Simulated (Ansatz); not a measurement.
# Y3NbN4: what a guessed cell relaxes into, part 2 of 2

Aim: relax a trial structure of Y3NbN4 and see where it ends.

Ansatz 0.2.0; DFT PBE, scalar-relativistic, plane waves, PAW. The steps go on from the part before.

## (4) Relaxation on the finer mesh

The end of the coarse run is made exact in the group found at a tolerance of 0.06 Å and reduced to its primitive cell.

Contents of input.yaml:

```yaml
crystal:
  lattice:
    - [4.6133365973, 0.0, 0.0]
    - [0.0, 4.6133365973, 0.0]
    - [0.0, 0.0, 9.6151889846]
  atoms:
    - { symbol: "Y", position: [0.0, 0.5, 0.2322133077] }
    - { symbol: "Y", position: [0.5, 0.0, 0.2322133077] }
    - { symbol: "Y", position: [0.0, 0.0, 0.9632775505] }
    - { symbol: Nb, position: [0.5, 0.5, 0.5184914619] }
    - { symbol: "N", position: [0.0, 0.5, 0.0138525938] }
    - { symbol: "N", position: [0.5, 0.0, 0.0138525938] }
    - { symbol: "N", position: [0.0, 0.0, 0.2468249542] }
    - { symbol: "N", position: [0.5, 0.5, 0.6917189306] }
basis:
  ecutwfc: 420
kpoints:
  mp_grid: { grid: [8, 8, 4] }
hamiltonian:
  xc: pbe
scf:
  occupations: { method: gaussian, width: 0.1 }
output:
  forces: true
  stress: true
  eigenvalues: true
  write_density: true
  write_potential: true
  elf: true
  volumetric_format: npy
relax:
  adjacent_minimum: "off"
  f_tol: 0.01
  max_steps: 80
  cell: { stress_tol: 0.05 }
```

Run with:

```console
$ ansatz run input.yaml --threads 1 --pin off --max-ram 2560MiB --backend cpu --events-out ev --progress --plain --runs-dir out
```

Log:

```text
Warning: RAYON_NUM_THREADS=1 ignored (pool sized by the plan → 1); use --threads N
Engine: ansatz 0.2.0, x86_64-unknown-linux-gnu
Pseudopotentials: kind: paw
Pseudopotential: Y, paw, valence charge 11, recommended cutoff 420 eV (normal), Y.paw.azcp
Pseudopotential: Nb, paw, valence charge 13, recommended cutoff 420 eV (normal), Nb.paw.azcp
Pseudopotential: N, paw, valence charge 5, recommended cutoff 420 eV (normal), N.paw.azcp
Functional definition: PBE
  parameter kappa = 0.804
  parameter beta = 0.06672455060314922
  exchange = pbe_x(kappa = kappa, mu = beta*pi^2/3)
  correlation = pbe_c(beta = beta)
Crystal: 8 atoms, lattice volume = 204.639 Å³
Basis set: ecut = 420 eV, 4001 PW (Γ), exchange–correlation on 64×64×144 points (8 copies of the dense FFT grid, shifted against one another)
Bands: 41, of which v1, the nominal top of the filled ones, is band 33 counted from 1 (32 counted from 0)
Symmetry: 8 space group operations
Space group: P4mm (ITA 99), of the structure as read, at distance tolerance 5.9e-5 Å
k-points: 45 of 256 (time reversal used)
Non-local potential: Y, projectors of the file, l = 0: 3, l = 1: 2, l = 2: 2, l = 3: 1
Non-local potential: Nb, projectors of the file, l = 0: 3, l = 1: 2, l = 2: 2, l = 3: 1
Non-local potential: N, projectors of the file, l = 0: 2, l = 1: 2, l = 2: 1
PAW form: soft (Blöchl's): semilocal exchange-correlation on the pseudo side does not see the compensation charge
PAW one-centre angular grid: Y, 590 points (default); XC on 64 Gauss nodes
PAW one-centre angular grid: Nb, 590 points (default); XC on 64 Gauss nodes
PAW one-centre angular grid: N, 110 points (default); XC on 64 Gauss nodes
Initial density: superposition of atomic densities (neutral atoms: chi_scale 0, normalization atom), corrected by the library's trained network
Initial wavefunctions: pseudopotential atomic-orbital guess
Functional: x = pbe(κ = 0.804, μ = 0.2195149727645171), c = pbe(β = 0.06672455060314922)
SCF iter   1: F=—  HF=-17632.657730 eV  |F-HF|=—  |Δ(HF+E_count)|=         —  Δρ=2.64e-2  dr2=5.40e0  ethr=1.77e-3  ⟨swp⟩=7.7  Hψ=7572  notcnv=0
preconditioner: auto → LDOS  [metal: Δε(μ)=0.013 eV  Ē_g=6.013 eV  σ=0.100 eV  W_gap=0.07  n_scr=38 (ndim 8)  ℏωp=15.1 eV  f_vac=0.164  D(μ)=7.61/eV (n_scr^D=54)  β→1.0]
SCF iter   2: F=—  HF=-17632.619407 eV  |F-HF|=—  |Δ(HF+E_count)|=   3.83e-2  Δρ=2.60e-2  dr2=3.46e0  ethr=1.77e-3  ⟨swp⟩=2.4  Hψ=3252  notcnv=0  defer=87
SCF iter   3: F=—  HF=-17632.444108 eV  |F-HF|=—  |Δ(HF+E_count)|=   1.75e-1  Δρ=3.91e-3  dr2=4.16e-2  ethr=1.77e-3  ⟨swp⟩=2.0  Hψ=2781  notcnv=0  defer=87
SCF iter   4: F=—  HF=-17632.455289 eV  |F-HF|=—  |Δ(HF+E_count)|=   1.12e-2  Δρ=9.17e-4  dr2=1.33e-3  ethr=6.31e-5  ⟨swp⟩=2.0  Hψ=2830  notcnv=0  defer=51
SCF iter   5: F=—  HF=-17632.457307 eV  |F-HF|=—  |Δ(HF+E_count)|=   2.02e-3  Δρ=3.95e-4  dr2=5.46e-4  ethr=2.01e-6  ⟨swp⟩=2.0  Hψ=2660  notcnv=0  defer=51
SCF iter   6: F=—  HF=-17632.457381 eV  |F-HF|=—  |Δ(HF+E_count)|=   7.46e-5  Δρ=1.11e-4  dr2=3.38e-5  ethr=8.27e-7  ⟨swp⟩=2.0  Hψ=2490  notcnv=0  defer=51
SCF iter   7: F=—  HF=-17632.457532 eV  |F-HF|=—  |Δ(HF+E_count)|=   1.51e-4  Δρ=4.43e-5  dr2=7.08e-6  ethr=5.12e-8  ⟨swp⟩=2.0  Hψ=2540  notcnv=0  defer=51
SCF iter   8: F=—  HF=-17632.457536 eV  |F-HF|=—  |Δ(HF+E_count)|=   4.36e-6  Δρ=1.61e-5  dr2=1.20e-6  ethr=1.07e-8  ⟨swp⟩=2.0  Hψ=2411  notcnv=0  defer=51
SCF iter   9: F=-17632.457537 eV  HF=-17632.457537 eV  |F-HF|=4.09e-8  |Δ(HF+E_count)|=   4.10e-7  Δρ=5.99e-6  dr2=9.76e-8  ethr=1.52e-10  ⟨swp⟩=14.7  Hψ=13695  notcnv=0
SCF 1 converged in 9 iterations: F = -17632.457537 eV  dr2 = 9.76e-8
relax step   1: F+E_penalty+E_count = -17632.45753665 eV  Δ(F+E_penalty+E_count) = +0.000e0 eV  max|allowed force component| = 3.141e-2 eV/Å  Δτ_max = 0.0000 Å  P = +0.214 GPa  Ω = 204.639 Å³  (9 SCF iters, dr2 threshold 1.00e-7 eV, accepted)
[... from here on, the SCF cycles and remarks between the steps are left out ...]
relax step   2: F+E_penalty+E_count = -17632.43553538 eV  Δ(F+E_penalty+E_count) = +2.200e-2 eV  max|allowed force component| = 2.358e-1 eV/Å  Δτ_max = 0.0902 Å  P = -0.330 GPa  Ω = 208.232 Å³  energy of the carried Pulay correction = -3.797e-3 eV  (8 SCF iters, dr2 threshold 4.83e-7 eV, rejected (line search))
relax step   3: F+E_penalty+E_count = -17632.45961337 eV  Δ(F+E_penalty+E_count) = -2.077e-3 eV  max|allowed force component| = 4.667e-2 eV/Å  Δτ_max = 0.0289 Å  P = +0.038 GPa  Ω = 207.250 Å³  energy of the carried Pulay correction = -2.766e-3 eV  (12 SCF iters, accepted)
relax step   4: F+E_penalty+E_count = -17632.44833173 eV  Δ(F+E_penalty+E_count) = +1.128e-2 eV  max|allowed force component| = 3.909e-1 eV/Å  Δτ_max = 0.0974 Å  P = +0.207 GPa  Ω = 212.042 Å³  energy of the carried Pulay correction = -7.751e-3 eV  (8 SCF iters, dr2 threshold 1.36e-7 eV, rejected (line search))
relax step   5: F+E_penalty+E_count = -17632.45935600 eV  Δ(F+E_penalty+E_count) = +2.574e-4 eV  max|allowed force component| = 4.026e-2 eV/Å  Δτ_max = 0.0478 Å  P = -0.052 GPa  Ω = 210.170 Å³  energy of the carried Pulay correction = -5.818e-3 eV  (11 SCF iters, accepted)
relax step   6: F+E_penalty+E_count = -17632.45805310 eV  Δ(F+E_penalty+E_count) = +1.303e-3 eV  max|allowed force component| = 3.703e-2 eV/Å  Δτ_max = 0.0313 Å  P = +0.137 GPa  Ω = 211.684 Å³  energy of the carried Pulay correction = -7.383e-3 eV  (8 SCF iters, dr2 threshold 1.01e-7 eV, accepted)
relax step   7: F+E_penalty+E_count = -17632.45829323 eV  Δ(F+E_penalty+E_count) = -2.401e-4 eV  max|allowed force component| = 1.738e-3 eV/Å  Δτ_max = 0.0056 Å  P = +0.004 GPa  Ω = 211.742 Å³  energy of the carried Pulay correction = -7.443e-3 eV  (7 SCF iters, dr2 threshold 8.57e-8 eV, accepted)
relax step   8: F+E_penalty+E_count = -17632.46801390 eV  Δ(F+E_penalty+E_count) = -9.721e-3 eV  max|allowed force component| = 3.723e-3 eV/Å  Δτ_max = 0.0000 Å  P = +0.073 GPa  Ω = 211.742 Å³  stress off target by 1.28e-1 GPa  SCF on the basis re-selected at this cell (its energy is not comparable with the rows above)  (8 SCF iters)
relax step   9: F+E_penalty+E_count = -17632.46692993 eV  Δ(F+E_penalty+E_count) = +1.084e-3 eV  max|allowed force component| = 1.267e-2 eV/Å  Δτ_max = 0.0265 Å  P = +0.021 GPa  Ω = 213.531 Å³  energy of the carried Pulay correction = -1.900e-3 eV  (8 SCF iters, dr2 threshold 4.11e-8 eV, accepted)
relax step  10: F+E_penalty+E_count = -17632.46483930 eV  Δ(F+E_penalty+E_count) = +2.091e-3 eV  max|allowed force component| = 3.457e-2 eV/Å  Δτ_max = 0.0441 Å  P = +0.101 GPa  Ω = 214.991 Å³  energy of the carried Pulay correction = -3.510e-3 eV  (9 SCF iters, dr2 threshold 1.50e-8 eV, rejected (line search))
relax step  11: F+E_penalty+E_count = -17632.46612803 eV  Δ(F+E_penalty+E_count) = +8.019e-4 eV  max|allowed force component| = 6.314e-2 eV/Å  Δτ_max = 0.0170 Å  P = -0.017 GPa  Ω = 214.344 Å³  energy of the carried Pulay correction = -2.797e-3 eV  (11 SCF iters, accepted)
relax step  12: F+E_penalty+E_count = -17632.46578595 eV  Δ(F+E_penalty+E_count) = +3.421e-4 eV  max|allowed force component| = 3.609e-2 eV/Å  Δτ_max = 0.0103 Å  P = -0.028 GPa  Ω = 214.669 Å³  energy of the carried Pulay correction = -3.152e-3 eV  (6 SCF iters, dr2 threshold 2.49e-7 eV, accepted)
relax step  13: F+E_penalty+E_count = -17632.46556424 eV  Δ(F+E_penalty+E_count) = +2.217e-4 eV  max|allowed force component| = 1.219e-2 eV/Å  Δτ_max = 0.0045 Å  P = -0.002 GPa  Ω = 214.951 Å³  energy of the carried Pulay correction = -3.466e-3 eV  (7 SCF iters, dr2 threshold 8.14e-8 eV, accepted)
relax step  14: F+E_penalty+E_count = -17632.46573667 eV  Δ(F+E_penalty+E_count) = -1.724e-4 eV  max|allowed force component| = 7.096e-3 eV/Å  Δτ_max = 0.0024 Å  P = -0.006 GPa  Ω = 214.811 Å³  energy of the carried Pulay correction = -3.310e-3 eV  (6 SCF iters, dr2 threshold 9.29e-9 eV, accepted)
relax step  15: F+E_penalty+E_count = -17632.46923879 eV  Δ(F+E_penalty+E_count) = -3.502e-3 eV  max|allowed force component| = 6.505e-3 eV/Å  Δτ_max = 0.0000 Å  P = +0.006 GPa  Ω = 214.811 Å³  stress off target by 2.12e-2 GPa  SCF on the basis re-selected at this cell (its energy is not comparable with the rows above)  (8 SCF iters)
basis re-selected at this cell: Δ(F+E_penalty+E_count) = -3.502e-3 eV, ΔP = +0.012 GPa vs the last step (what re-selecting the basis moved, of the pressure what is left beyond the Pulay correction that the steps carried, after the strain that the cell walked since its last selection, with what the two solves' SCF thresholds leave and, on support functions, any second-order correction that the steps lacked; it is no measure of the basis error at this ecutwfc). This SCF's stress stands 2.12e-2 GPa from its target on what of the cell is left free (relax.cell.stress_tol is 5.00e-2 GPa) and its largest allowed force component is 6.51e-3 eV/Å (relax.f_tol is 1.00e-2 eV/Å): within both
SCF converged after 8 iterations
Free energy (F): -17632.469239 eV
Harris-Foulkes:  -17632.469239 eV  (|F-HF|=7.28e-12)
Internal energy: -17632.426226 eV  (E = F + TS)
E sigma→0 (E₀):  -17632.447733 eV
Entropy (-TS):   -0.043012 eV (-5.377 meV/atom)
Fermi energy:    4.810168 eV
--- Per-component energies (eV) ---
  E_band       = -753.642288
  E_kinetic    = 1820.472819
  E_local      = -6634.684289  (includes V_loc(G=0)·N_el)
  E_nonlocal   = 458.636309
  E_hartree    = 2526.064144
  E_xc         = -930.575126
  E_vxc        = -1107.932624  (∫ρ·V_xc dr)
  E_paw        = -12057.232617  (= ΣΔE_a)
  E_vpaw       = -342.263146  (= ΣTr[D̂ρ^β])
  E_aug_tail   = 0.000381  (compensation charges beyond the density's cutoff)
  E_ewald      = -2815.107847
  E_smearing   = -0.043012  (= −TS)
  E_closure    = -0.000000  (closes the sum)
  Σ components = -17632.469239   (vs F -17632.469239, Δ=0.00e0)
--- Forces (eV/Å), atoms counted from 1 ---
  atom   1  Y      0.00000000     0.00000000    -0.00030429
  atom   2  Y     -0.00000000     0.00000000    -0.00030429
  atom   3  Y      0.00000000    -0.00000000     0.00035058
  atom   4  Nb    -0.00000000     0.00000000     0.00650521
  atom   5  N     -0.00000000     0.00000000     0.00043555
  atom   6  N      0.00000000     0.00000000     0.00043555
  atom   7  N      0.00000000    -0.00000000    -0.00114691
  atom   8  N      0.00000000     0.00000000    -0.00596995
  max |Σ_I F_I| component: 1.45e-6 eV/Å
--- Stress (GPa, compression-positive) ---
       -0.001934      -0.000000      -0.000000
       -0.000000      -0.001934       0.000000
       -0.000000       0.000000       0.021165
  P = ⅓ Tr σ = 0.0058 GPa (0.058 kbar)
--- Band table (eV; the first three rows and the last of 45) ---
  k-point 0: bands = ["-50.5855", "-36.3967", "-36.3059", "-36.2423", "-27.0451", "-26.7429", "-26.7429", "-16.8868", "-16.8868", "-16.8010", "-16.4436", "-16.3841", "-16.3026", "-16.3026", "-16.1529", "-16.1529", "-7.9785", "-7.4397", "-6.9609", "-6.6076", "1.8464", "1.8590", "1.8590", "2.3696", "3.2645", "3.2645", "3.3209", "3.6936", "3.9134", "4.2547", "4.2547", "4.5271", "4.6731", "4.8917", "4.8917", "5.1965", "5.7907", "6.6616", "6.6616", "8.1649", "8.3177"]
[... 3 lines left out ...]
--- Relaxed structure (13 steps of the walk, 10 accepted, 2 SCFs on fresh bases) ---
  F+E_penalty+E_count = -17632.46923879 eV   max|allowed force component| = 6.505e-3 eV/Å   (the final SCF, on the basis selected at the relaxed cell)
  cell:  # Å, volume = 214.8109 Å³
    - [4.62950747691632, 1.507739311196251e-34, -3.656856790319345e-33]
    - [0.0, 4.62950747691632, 0.0]
    - [-7.621678667261523e-33, 0.0, 10.022745303540328]
  atoms:
    - { symbol: Y, position: [3.590894884401833e-34, 0.5, 0.23188133362012792] }
    - { symbol: Y, position: [0.5, 2.6727647100921956e-51, 0.23188133362012792] }
    - { symbol: Y, position: [-5.8804572902602295e-34, 0.0, 0.9768374925813836] }
    - { symbol: Nb, position: [0.5, 0.5, 0.5100716573677685] }
    - { symbol: N, position: [-2.5406967438229145e-34, 0.5, 0.022196345539530038] }
    - { symbol: N, position: [0.5, 2.6727647100921956e-51, 0.022196345539530038] }
    - { symbol: N, position: [2.364576558756883e-34, 0.0, 0.24127049449647356] }
    - { symbol: N, position: [0.5, 0.5, 0.6761096974350587] }
```

Wall time 4.8 min (1 thread of AMD EPYC 9R14 (Zen 4), shared host); peak memory 0.67 GiB.

Step by step:

```csv
step,E - E(step 1) (eV/cell),largest force component (eV/Å),pressure (GPa),volume (Å³)
1,0.0000,0.0314,0.21,204.64
2,0.0220,0.2358,-0.33,208.23
3,-0.0021,0.0467,0.04,207.25
4,0.0092,0.3909,0.21,212.04
5,-0.0018,0.0403,-0.05,210.17
6,-0.0005,0.0370,0.14,211.68
7,-0.0008,0.0017,0.00,211.74
8,-0.0105,0.0037,0.07,211.74
9,-0.0094,0.0127,0.02,213.53
10,-0.0073,0.0346,0.10,214.99
11,-0.0086,0.0631,-0.02,214.34
12,-0.0082,0.0361,-0.03,214.67
13,-0.0080,0.0122,0.00,214.95
14,-0.0082,0.0071,-0.01,214.81
15,-0.0117,0.0065,0.01,214.81
```

Step 1 is the start. Steps 8, 15 each repeat the geometry before them on a plane-wave basis chosen anew, so the energy can jump there without any move. Steps 2, 4, 10 were tried and not accepted.

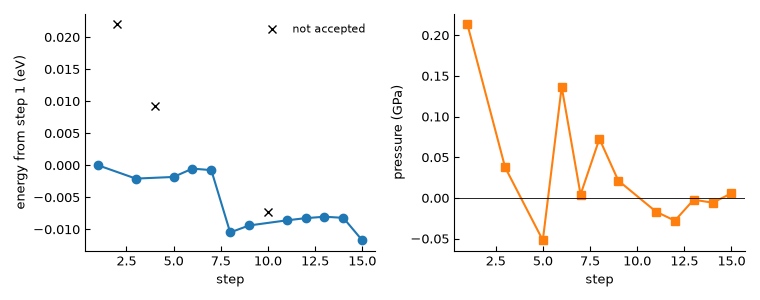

Energy and pressure along the relaxation.

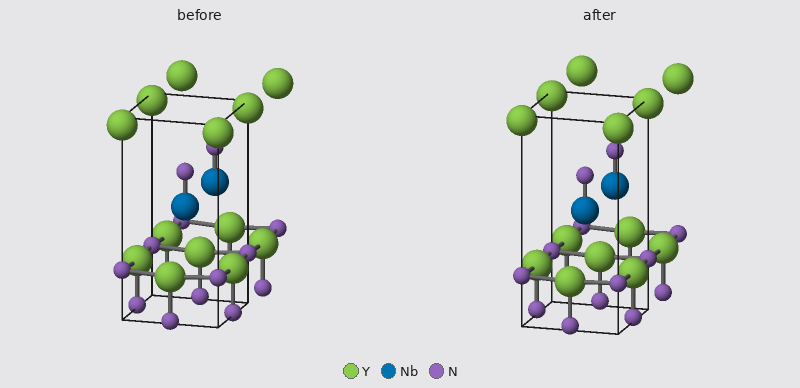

Before and after, at one scale.

|  | before | after | change |
| --- | --- | --- | --- |
| a (Å) | 4.613 | 4.630 | +0.4 % |
| b (Å) | 4.613 | 4.630 | +0.4 % |
| c (Å) | 9.615 | 10.023 | +4.2 % |
| volume (Å³/atom) | 25.58 | 26.85 | +5.0 % |
| shortest distance (Å) | 1.666 | 1.664 | -0.1 % |
| space group (0.01 Å) | P4mm | P4mm | same |

The run keeps the 8 symmetry operations of the start, so it could not have lowered the symmetry.

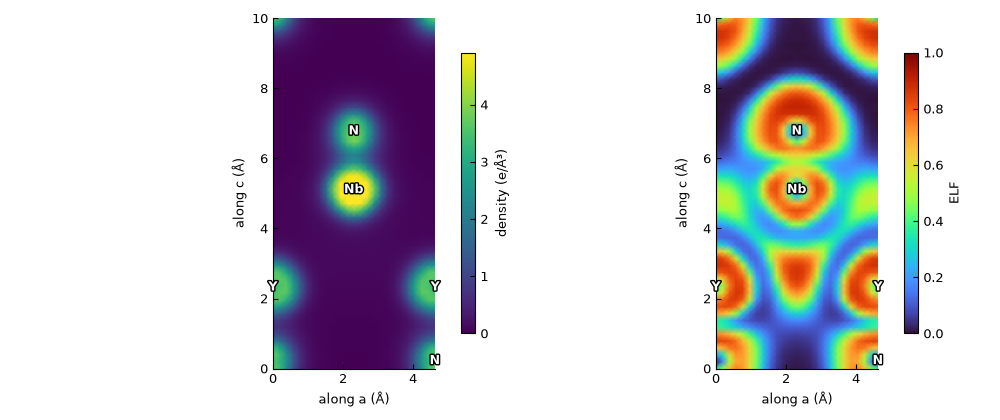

Density (left) and ELF (right) in a lattice plane of the grid's cell (edges 4.63 and 10.02 Å, at 0.500 of the third edge), which holds Y and Nb and N. Only atoms in the plane are labelled. Both are smooth fields of the valence electrons: close to the nuclei they are not physical.

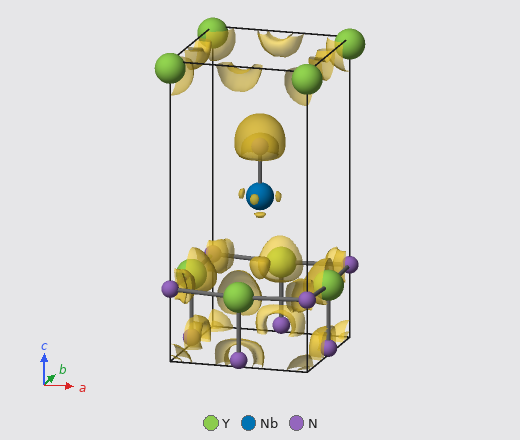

Surface of ELF = 0.81, drawn in one cell.

The highest ELF values outside the cores: 0.90 beside N, off the lines to its neighbours, 0.7 Å from N; 0.87 between the atoms, 2.4 Å from Y.

## (5) Changing settings: dr2_threshold 1.0e-05

Contents of input.yaml:

```yaml
crystal:
  lattice:
    - [4.6295074769, 0.0, 0.0]
    - [0.0, 4.6295074769, 0.0]
    - [0.0, 0.0, 10.0227453035]
  atoms:
    - { symbol: "Y", position: [0.0, 0.5, 0.2318813336] }
    - { symbol: "Y", position: [0.5, 0.0, 0.2318813336] }
    - { symbol: "Y", position: [0.0, 0.0, 0.9768374926] }
    - { symbol: Nb, position: [0.5, 0.5, 0.5100716574] }
    - { symbol: "N", position: [0.0, 0.5, 0.0221963455] }
    - { symbol: "N", position: [0.5, 0.0, 0.0221963455] }
    - { symbol: "N", position: [0.0, 0.0, 0.2412704945] }
    - { symbol: "N", position: [0.5, 0.5, 0.6761096974] }
basis:
  ecutwfc: 420
kpoints:
  mp_grid: { grid: [8, 8, 4] }
hamiltonian:
  xc: pbe
scf:
  occupations: { method: gaussian, width: 0.1 }
  convergence: { dr2_threshold: 1.0e-05 }
output:
  forces: true
  eigenvalues: true
  stress: true
```

Run with:

```console
$ ansatz run input.yaml --threads 1 --pin off --max-ram 2560MiB --backend cpu --events-out ev --progress --plain --runs-dir out
```

Log, shortened:

```text
Warning: scf.convergence.dr2_threshold = 1e-5 eV is looser than this run's default, which is 1e-7 eV or tighter. The error in the forces grows as the threshold's square root, so leave the key out unless less accurate forces are enough
Warning: output.stress: scf.convergence.dr2_threshold = 1e-5 eV is looser than the 8e-10 eV advised for a printed stress (1e-10 eV for each atom of the cell: 8). What an SCF threshold leaves in a stress goes as its square root, and in the free energy as the threshold itself, and one [...]
Warning: RAYON_NUM_THREADS=1 ignored (pool sized by the plan → 1); use --threads N
[...]
[... 5 set-up lines as earlier in the session ...]
[...]
Crystal: 8 atoms, lattice volume = 214.811 Å³
Basis set: ecut = 420 eV, 4217 PW (Γ), exchange–correlation on 64×64×144 points (8 copies of the dense FFT grid, shifted against one another)
[...]
k-points: 45 of 256 (time reversal used)
[...]
SCF iter   1: F=—  HF=-17632.607153 eV  |F-HF|=—  |Δ(HF+E_count)|=         —  Δρ=2.09e-2  dr2=3.07e0  ethr=1.77e-3  ⟨swp⟩=7.5  Hψ=7581  notcnv=0
[...]
SCF iter   7: F=-17632.469238 eV  HF=-17632.469236 eV  |F-HF|=1.44e-6  |Δ(HF+E_count)|=   1.55e-5  Δρ=3.28e-5  dr2=2.74e-6  ethr=1.52e-8  ⟨swp⟩=11.8  Hψ=7688  notcnv=0
[...]
SCF converged after 7 iterations
Free energy (F): -17632.469238 eV
[...]
E sigma→0 (E₀):  -17632.447727 eV
Entropy (-TS):   -0.043021 eV (-5.378 meV/atom)
Fermi energy:    4.810144 eV
[...]
--- Forces (eV/Å), atoms counted from 1 ---
  atom   1  Y     -0.00000000     0.00000000     0.00027345
  atom   2  Y     -0.00000000     0.00000000     0.00027345
  atom   3  Y     -0.00000000     0.00000000     0.00025028
  atom   4  Nb    -0.00000000     0.00000000     0.00717057
  atom   5  N     -0.00000000     0.00000000     0.00035698
  atom   6  N      0.00000000     0.00000000     0.00035698
  atom   7  N     -0.00000000     0.00000000    -0.00144580
  atom   8  N     -0.00000000     0.00000000    -0.00561454
[...]
--- Stress (GPa, compression-positive) ---
       -0.001489       0.000000       0.000000
        0.000000      -0.001489       0.000000
        0.000000       0.000000       0.021749
  P = ⅓ Tr σ = 0.0063 GPa (0.063 kbar)
--- Band table (eV; the first three rows and the last of 45) ---
[...]
```

Run time: 16 s. Hardware: 1 thread of AMD EPYC 9R14 (Zen 4), shared host; peak memory 0.64 GiB.

| run | ending | energy change | pressure (GPa) | gap (eV) | force (eV/Å) | cycles | time |
| --- | --- | --- | --- | --- | --- | --- | --- |
| step 4 | converged | 0 | 0.0 | 0.00 | 0.01 | - | 4.8 min |
| variant | converged | 0.0 meV/atom | 0.0 | 0.00 | 0.01 | 7 | 16 s |

With the changed convergence setting the energy agrees within 0.5 meV/atom.

## (6) Results

This closing draws on all 2 parts. Changes of volume or cell count from the first structure of part 1.

| quantity | value |
| --- | --- |
| symmetry at the end (tolerance 0.05 Å) | space group P4mm (No. 99) |
| conventional cell | a = 4.630 Å, b = 4.630 Å, c = 10.023 Å, α = 90.00°, β = 90.00°, γ = 90.00° |
| volume | 26.85 Å³/atom |
| energy over the elements (uncorrected; H, N, O, F and Cl as molecules) | +0.24 eV/atom |
| gap on the mesh | none (metal) |

**Reading.** The space group P4mm (No. 99) is kept, and the volume per atom grows by 56.9 % from the first guess. The formation energy is positive, so the separate elements lie lower. No finished test with a distortion of lower symmetry is shown, so the end may be a saddle point. Other magnetic orders were not searched.
